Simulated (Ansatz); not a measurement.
# Calculations on BHCl

## 1. Relaxation

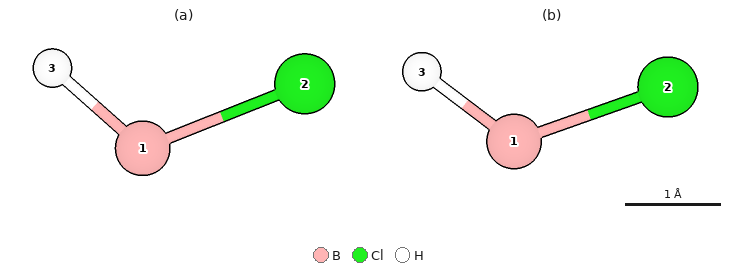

The structure of BHCl (multiplicity 2) (coarse preliminary run) before (left) and after (right) a relaxation, at one scale.

A ball-and-stick model, seen face on.

Theory: Ansatz 0.2.0, UKS PBE-D4/def2-SVP. (force threshold 0.03 eV/Å; at most 250 steps)

**What changed between the two?**

The optimiser took 6 steps. The largest move after the best rigid fit is that of B1, 0.081 Å. Largest moves by element: B 0.081 Å, Cl 0.061 Å, H 0.041 Å. Near-neighbour distances that change, for instance: B1–Cl2 1.846 → 1.727 Å, B1–H3 1.271 → 1.217 Å. Bond angles that change, for instance: Cl2–B1–H3 116.3° → 123.0°.

## 2. Scan

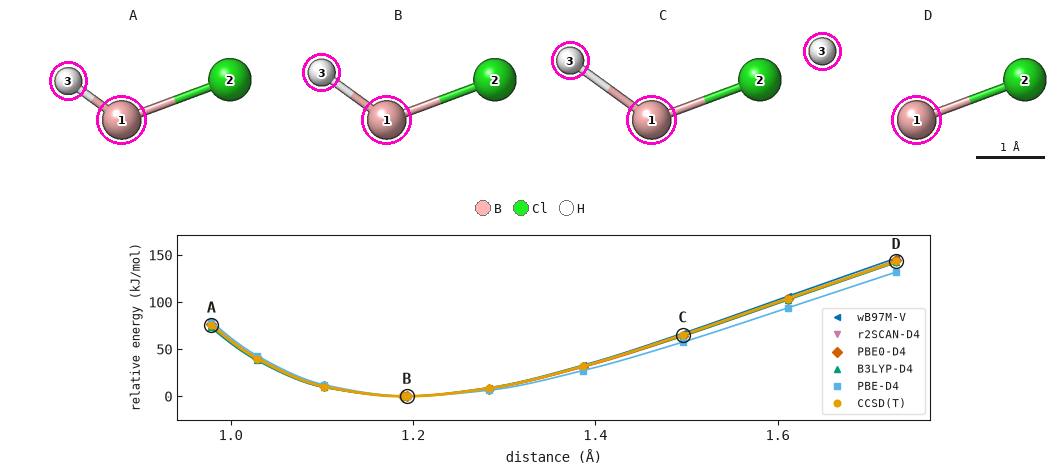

BHCl (multiplicity 2): the B1–H3 distance is varied, with the rest of the molecule carried along rigidly. The lettered frames are marked on the plot, at the values of CCSD(T). Style: ball-and-stick. Shown face on. The ringed atoms are those of the scanned coordinate.

Levels of theory: CCSD(T), PBE-D4, B3LYP-D4, PBE0-D4, r2SCAN-D4, wB97M-V (def2-TZVPP, Ansatz), on geometries moved rigidly from the minimum at PBE0-D4/def2-TZVP. Coupled cluster with a frozen core. Energies are counted from the PBE0-D4/def2-TZVP minimum geometry at the same level.

What does the scan show?

Answer. With CCSD(T): of the computed points the lowest is at the distance 1.189 Å, 0.0 kJ/mol. At the ends of the scan the energy is 75.6 kJ/mol (0.979 Å) and 143.1 kJ/mol (1.730 Å). The curvature at the lowest point is about 24 eV/Å² (3.9 mdyn/Å). The well is steeper on the short side, as for any bond. At 1.730 Å the levels give PBE-D4 131.8 kJ/mol, r2SCAN-D4 142.0 kJ/mol, B3LYP-D4 142.1 kJ/mol, CCSD(T) 143.1 kJ/mol, PBE0-D4 144.2 kJ/mol, wB97M-V 146.6 kJ/mol. Closest to CCSD(T) there is B3LYP-D4.

The computed points:

Energies in kJ/mol.

```csv
distance (Å),CCSD(T),PBE-D4,B3LYP-D4,PBE0-D4,r2SCAN-D4,wB97M-V
0.979,75.6,79.3,73.2,76.8,75.9,72.7
1.029,40.1,43.1,38.5,41.0,40.4,38.1
1.103,10.3,12.1,9.6,10.8,10.5,9.3
1.189,0.0,0.1,0.0,0.0,0.0,0.0
1.193,0.0,0.0,0.0,0.0,0.0,0.0
1.284,8.5,6.5,8.8,8.1,8.1,9.1
1.387,32.0,27.3,32.0,31.1,31.0,33.1
1.496,65.1,57.5,64.0,64.0,63.7,66.8
1.611,103.7,93.8,102.4,103.2,102.1,106.0
1.730,143.1,131.8,142.1,144.2,142.0,146.6
```

## 3. Scan

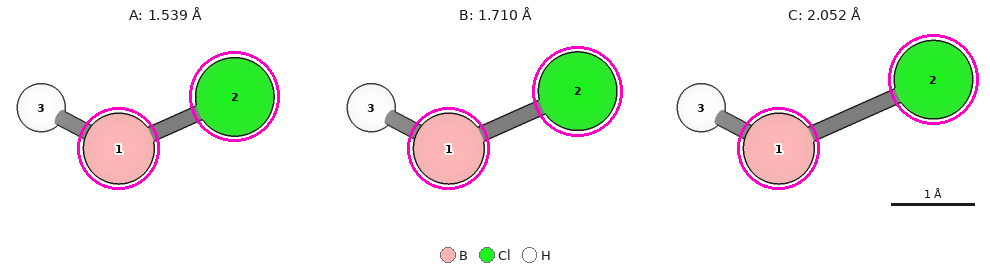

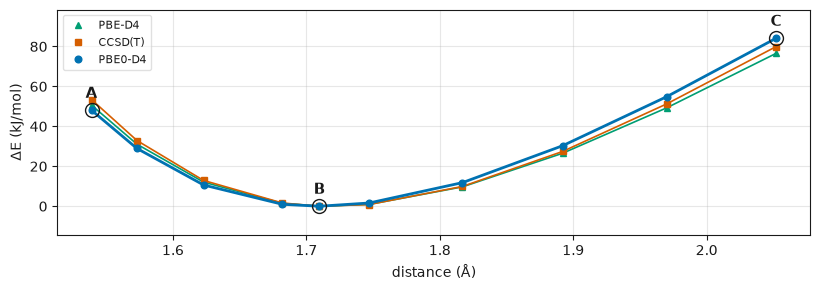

A scan of BHCl (multiplicity 2): the B1–Cl2 distance is varied, with the rest of the molecule carried along rigidly. The lettered frames are marked on the plot, at the values of PBE0-D4. Style: ball-and-stick. Shown at a tilt. The ringed atoms are those of the scanned coordinate.

Levels of theory: PBE0-D4, CCSD(T), PBE-D4 (def2-TZVPP, Ansatz), on geometries moved rigidly from the minimum at PBE0-D4/def2-TZVP. Coupled cluster with a frozen core. Energies are counted from the PBE0-D4/def2-TZVP minimum geometry at the same level.

Q: Describe the profile.

A: With PBE0-D4: of the computed points the lowest is at the distance 1.710 Å, 0.0 kJ/mol. The end points stand at 48.1 kJ/mol (1.539 Å) and 84.1 kJ/mol (2.052 Å). The curvature at the lowest point is about 26 eV/Å² (4.1 mdyn/Å). The well is steeper on the short side, as for any bond. At 2.052 Å the levels give PBE-D4 76.5 kJ/mol, CCSD(T) 79.9 kJ/mol, PBE0-D4 84.1 kJ/mol. Closest to CCSD(T) there is PBE-D4.
